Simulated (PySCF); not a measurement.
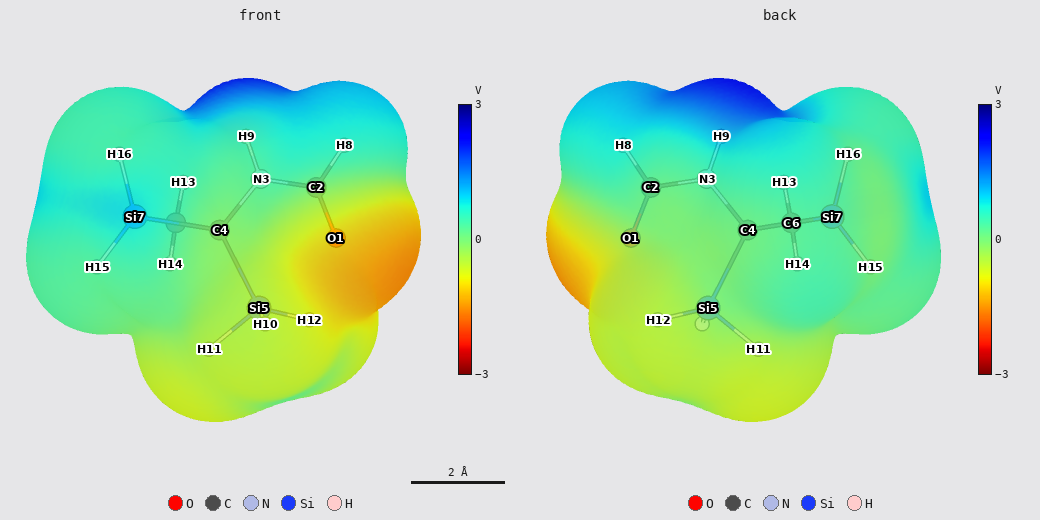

*C$_{3}$H$_{9}$NOSi$_{2}$ (SMILES O=CN[C@]1([SiH3])C[SiH2]1). The electrostatic potential painted on the density surface at 0.001 e/bohr³, seen from the front and from behind; the colour scale runs from red (negative) to blue (positive).*

Geometry: GFN2-xTB.

Method: PySCF 2.14.0, CAM-B3LYP/def2-SVPD, SCF density, gas phase.

```xyz
16

O     0.5713   -2.4630   -0.0939
C     1.4820   -1.6604   -0.2342
N     1.3063   -0.3495   -0.2092
C     0.0036    0.2009    0.0089
Si   -1.3824   -1.1156   -0.0659
C    -0.2212    1.5429   -0.6999
Si   -0.1016    1.7180    1.1651
H     2.5203   -1.9892   -0.3885
H     2.0821    0.2819   -0.3454
H    -1.5072   -1.8691    1.1727
H    -2.5640   -0.2092   -0.0545
H    -1.4802   -1.7829   -1.3581
H     0.5838    1.8769   -1.3443
H    -1.1802    1.6479   -1.1860
H    -1.2914    1.9669    1.9485
H     1.1712    2.2125    1.6732
```

### Describe the electrostatic potential map.

The most negative region (about −1.6 V, or −37 kcal/mol for a unit charge) lies over O1, the most positive (about +2.1 V, or +48 kcal/mol for a unit charge) over H9. O1 is the likeliest acceptor of a hydrogen bond.
